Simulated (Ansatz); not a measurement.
The calculation's input:

```
crystal:
  lattice:
    - [-5.184955, 3.728987, 1.618577]
    - [5.78082, 4.993674, -2.01268]
    - [-2.709309, -4.203776, -6.93167]
  atoms:
    - { symbol: Cu, position: [0.0977173904, 0.4363740851, 0.9734303524] }
    - { symbol: Cu, position: [0.0936605383, 0.8768989762, 0.7164139669] }
    - { symbol: Cu, position: [0.3330834222, 0.2296200798, 0.9168407955] }
    - { symbol: Cu, position: [0.6800295396, 0.7942636351, 0.6326450079] }
    - { symbol: Cu, position: [0.243884036, 0.0608752326, 0.3814254378] }
    - { symbol: Cu, position: [0.3823418011, 0.8078456975, 0.2086298229] }
    - { symbol: Cu, position: [0.9500560032, 0.0642921958, 0.9337721334] }
    - { symbol: Cu, position: [0.6267710484, 0.1862894673, 0.3571487839] }
    - { symbol: Cu, position: [0.8027254598, 0.5838938191, 0.4081677477] }
    - { symbol: Cu, position: [0.3113839624, 0.0021431129, 0.0482260862] }
    - { symbol: Cu, position: [0.5642962897, 0.5767373995, 0.1143200325] }
    - { symbol: Cd, position: [0.6116447264, 0.1497374249, 0.7008039381] }
    - { symbol: Cd, position: [0.8744556554, 0.5122077368, 0.6908434319] }
    - { symbol: Cd, position: [0.9526650935, 0.7414610634, 0.0650714174] }
    - { symbol: Sb, position: [0.5268031141, 0.7896662976, 0.9015250476] }
    - { symbol: Sb, position: [0.2651208798, 0.3643763717, 0.6894107751] }
    - { symbol: Sb, position: [0.2547929582, 0.7391823416, 0.4635476545] }
    - { symbol: Sb, position: [0.3374069691, 0.3580487196, 0.2693346513] }
    - { symbol: Sb, position: [0.8221186779, 0.9328225505, 0.4030769861] }
    - { symbol: Sb, position: [0.76330627, 0.3026858801, 0.112894814] }
basis:
  ecutwfc: 420
kpoints:
  mp_grid: { grid: [5, 6, 6] }
hamiltonian:
  xc: pbe
scf:
  occupations: { method: gaussian, width: 0.1 }
  n_extra_bands: 10
output:
  forces: true
  stress: true
  eigenvalues: true
  populations: true
  dos:
    method: { smearing: { sigma: 0.1, scheme: gaussian } }
    projected: true
    de: 0.02
  write_density: true
  write_potential: true
  elf: true
  volumetric_format: npy
```

Command:

```sh
ansatz run input.yaml --threads 4 --pin off --max-ram 9216MiB --backend cpu --events-out ev --progress --plain --runs-dir out
```

Below, planes, directions and counts refer to the conventional cell (a = 6.59 Å, b = 7.90 Å, c = 8.55 Å, α = 109.65°, β = 103.19°, γ = 106.30°).

Space group P1; a generated structure, not necessarily the stable one; computed without spin polarisation.

Level of theory: Ansatz, DFT PBE, scalar-relativistic, plane waves, PAW.

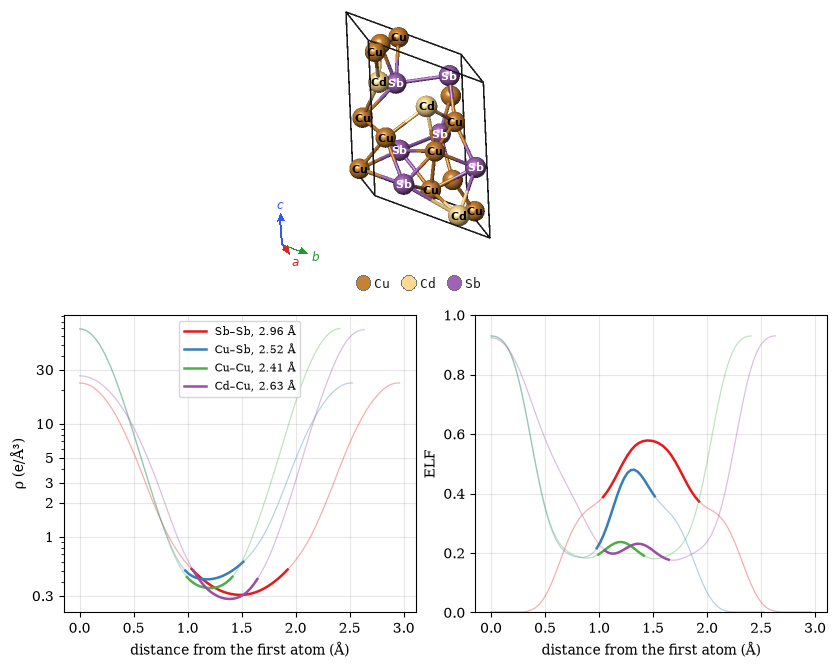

Cd$_{3}$Cu$_{11}$Sb$_{6}$. Valence charge density (pseudo) and electron localisation function along straight lines between neighbouring atoms. Thin, pale parts lie inside the atomic spheres. The structure is drawn too.

Core electrons are frozen (PAW), and the valence fields are smoothed inside the atomic spheres.

Q: Compare the contacts.

A: Sb–Sb (2.96 Å): the density is about 0.31 e/Å³ at the midpoint; the ELF reaches about 0.60 near the midpoint.
Cu–Sb (2.52 Å): ρ at the midpoint is about 0.43 e/Å³; the ELF is about 0.45 at the midpoint.
Cu–Cu (2.41 Å): the density is about 0.35 e/Å³ at the midpoint; the ELF is about 0.25 at the midpoint; no shared electron pair shows on this line.
Cd–Cu (2.63 Å): ρ is about 0.29 e/Å³ halfway; the ELF is about 0.25 at the midpoint; no localised pair shows between them.
